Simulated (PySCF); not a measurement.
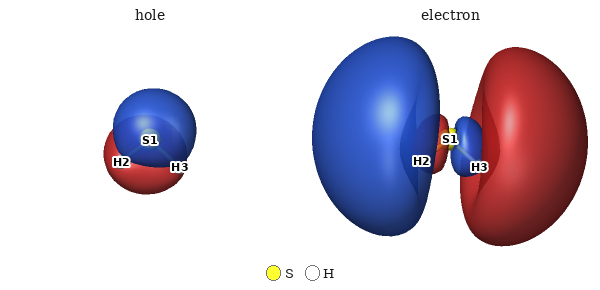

Figure. H₂S, SMILES `S`. Leading natural transition orbital pair of S₃ (TDA singlet states); the surfaces enclose about 85 % of each orbital's density.

PySCF calculation, M06-2X/def2-SVPD, gas phase; geometry: GFN2-xTB. No frequency check shows the geometry to be a minimum. GFN2-xTB bond lengths at metals and heavier atoms can be off by up to 0.1 Å and shapes distorted, which carries into these values.

The calculation's input:

```python
import numpy as np
from pyscf import gto, scf, dft, tdscf
from pyscf.scf import atom_ks, atom_hf
from scipy.linalg import block_diag

def solve(mol, dm0=None, hcore=None):
    mf = (dft.UKS if mol.spin else dft.RKS)(mol, xc='m062x')
    mf.grids.level = 3
    mf = mf.density_fit(auxbasis='def2-universal-jkfit')
    mf.conv_tol, mf.max_cycle = 1e-8, 80
    if hcore is not None:
        mf.get_hcore = lambda *args: hcore
    mf.kernel(dm0)
    if not mf.converged:
        mf = mf.newton().run(mf.mo_coeff, mf.mo_occ, max_cycle=30)
    assert mf.converged, 'SCF not converged'
    return mf

mol = gto.M(atom='''
S      0.00000    -0.10207     0.00000
H      0.95743     0.81655     0.00000
H     -0.95740     0.81657     0.00000
''', basis='def2-svpd', charge=0, spin=0, verbose=4)
mf = solve(mol)
td = mf.TDA()
td.nstates, td.singlet, td.conv_tol = 5, True, 1e-5
td.kernel()
td.analyze()
x, y = np.array([p[0] for p in td.xy]), np.array([p[1] + 0 * p[0] for p in td.xy])
f, mu = td.oscillator_strength(), td.transition_dipole()
nto = [td.get_nto(state=i + 1, verbose=4) for i in range(len(td.e))]
# spherically averaged free atoms, for the promolecule
atm = atom_ks.get_atm_nrks(mol, xc='m062x')
pro = block_diag(*[(atm[a[0]][2] * atm[a[0]][3]) @ atm[a[0]][2].T for a in mol._atom])
np.savez('result.npz', e=td.e, f=f, ok=td.converged, w=[n[0] for n in nto], nto=[n[1] for n in nto], x=x, y=y, c=mf.mo_coeff, occ=mf.mo_occ, eps=mf.mo_energy, pro=pro, mu=mu)
```

Command:

```sh
OMP_NUM_THREADS=1 python input.py
```

The run took 14 s on 1 thread of Intel(R) Xeon(R) 6975P-C (Granite Rapids) (shared host), peak memory 0.26 GiB.

### Give its energy and the atoms that hole and electron lie on.

7.73 eV (160 nm), f = 0.000 (dark), diffuse (Rydberg-like) orbital; the leading pair carries 100 %; hole on S1 (90 %) and H2 and H3 (5 % each), electron on S1 (63 %) and H2 and H3 (18 % each) (atom shares of so diffuse an orbital are rough); their centroids lie 0.0 Å apart. In canonical orbitals it is mainly HOMO → LUMO+1 (74 %). The HOMO–LUMO gap is 9.32 eV.
